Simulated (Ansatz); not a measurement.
CH6GeS (SMILES [CH3][GeH2][SH])

| atom | x (Å) | y (Å) | z (Å) |
| --- | --- | --- | --- |
| C | -0.7635 | 0.6212 | -1.4784 |
| Ge | 0.2399 | -0.2658 | -0.0633 |
| S | -0.5374 | -2.3339 | 0.2820 |
| H | -0.7241 | 0.0193 | -2.3970 |
| H | -0.3393 | 1.6161 | -1.6816 |
| H | -1.8153 | 0.7424 | -1.1816 |
| H | 0.1686 | 0.5423 | 1.2483 |
| H | 1.7084 | -0.4864 | -0.4648 |
| H | -1.7608 | -1.9223 | 0.6810 |

Geometry: PBE0-D3(BJ)/def2-SVP.

Method: isolated molecule in a Gaussian basis; Kohn-Sham density functional theory, functional PBE0 in Ansatz 0.2.0.

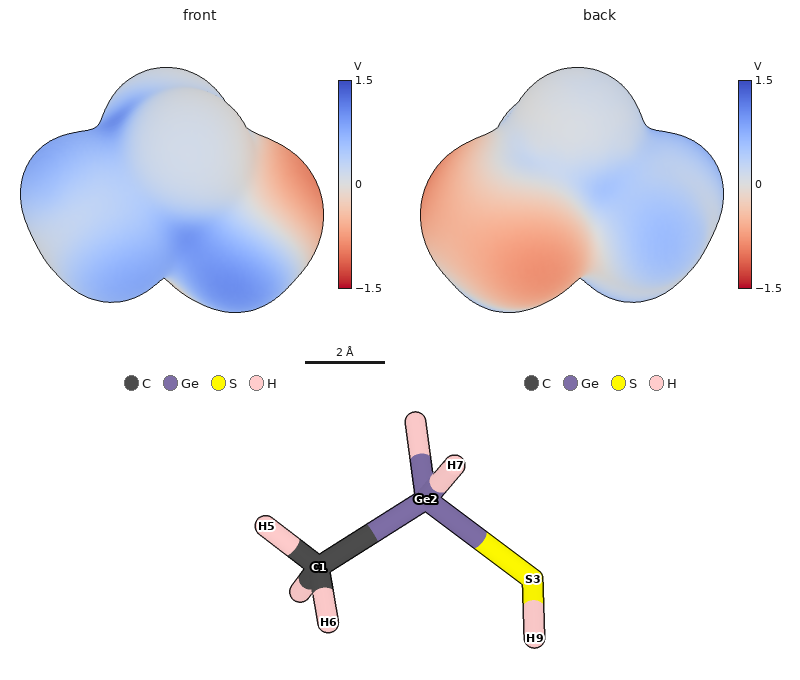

Figure 1. The electrostatic potential painted on the density surface at 0.001 e/bohr³, seen from the front and from behind; the colour scale runs from red (negative) to blue (positive). The bare structure is drawn below in the same view.

Where is the surface potential most negative and most positive?

Answer. The most negative region (about −0.8 V) lies over S3, the most positive (about +1.0 V) over Ge2 and H9.

What dipole moment does the calculation give?

Answer. Its dipole moment is 1.91 D.

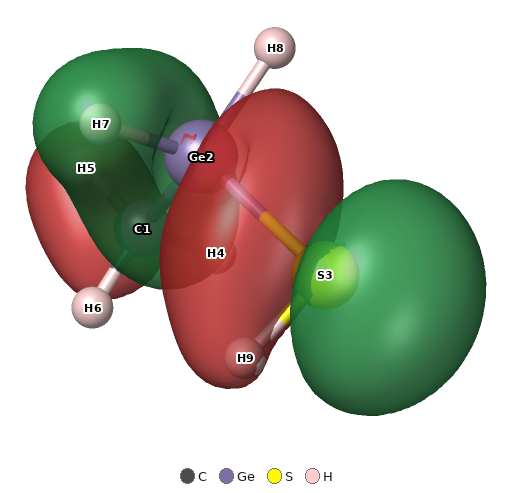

Figure 2. The HOMO−1 at ±0.08 Å⁻³ᐟ² (green and red are the two phases), seen at an oblique angle.

What is the character of this orbital?

Answer. Its weight (Hirshfeld) is mainly on S3 (about 60 %), Ge2 (about 20 %) and C1 (about 10 %). Its energy is −8.82 eV.

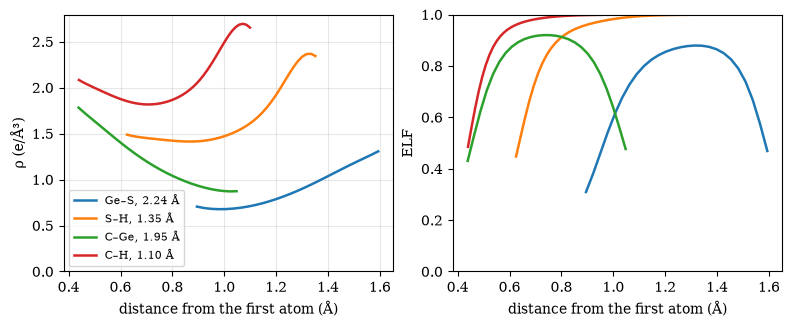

Figure 3. Electron density and ELF along straight lines between neighbouring atoms. The curves leave out the atomic cores.

What can be read from the curves?

Answer. Ge–S (2.24 Å): the density is about 0.72 e/Å³ at the midpoint; the ELF peaks at about 0.90 in the valence shell of S, 0.9 Å from its nucleus, and is about 0.80 at the midpoint.
S–H (1.35 Å): the density is about 1.5 e/Å³ at the midpoint; the ELF climbs to about 1 towards the hydrogen, as it does in any bond to H.
C–Ge (1.95 Å): ρ at the midpoint is about 0.88 e/Å³; the ELF peaks at about 0.90 in the valence shell of C, 0.7 Å from its nucleus, and is about 0.70 at the midpoint.
C–H (1.10 Å): ρ is about 1.9 e/Å³ halfway; the ELF climbs to about 1 towards the hydrogen: a covalent bond by its length.

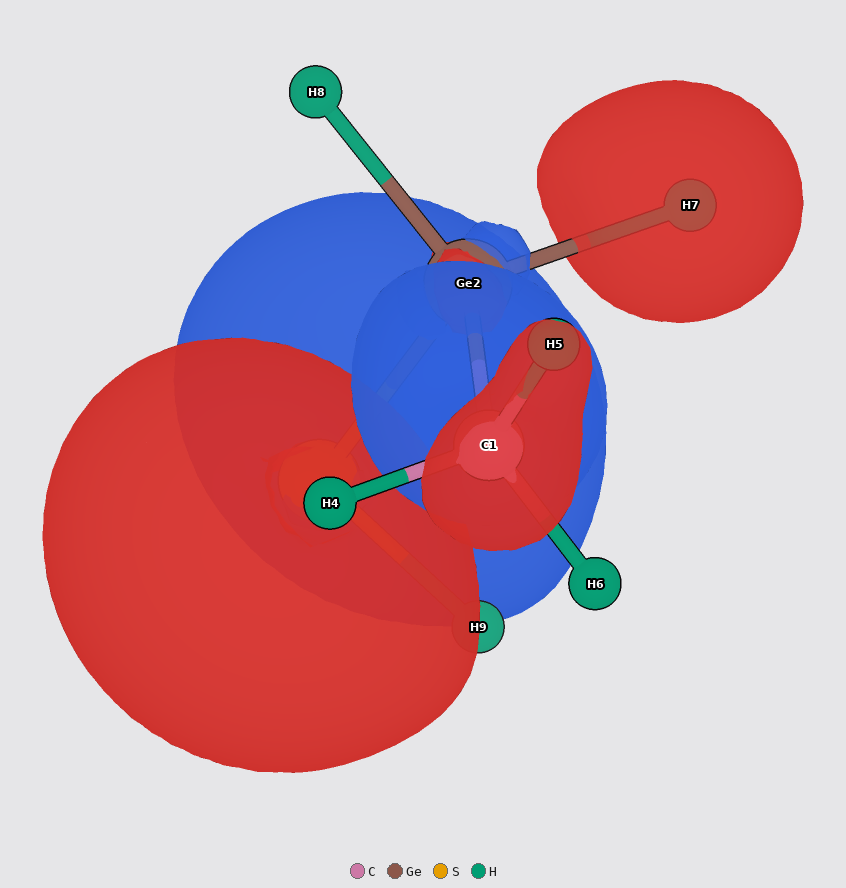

Figure 4. The HOMO at ±0.08 Å⁻³ᐟ² (blue and red are the two phases), seen at an oblique angle.

Where does this orbital lie, and at what energy?

Answer. Its weight (Hirshfeld) is mainly on S3 (about 80 %) and Ge2 (about 10 %); largely a lone pair of S3. Its energy is −7.18 eV.
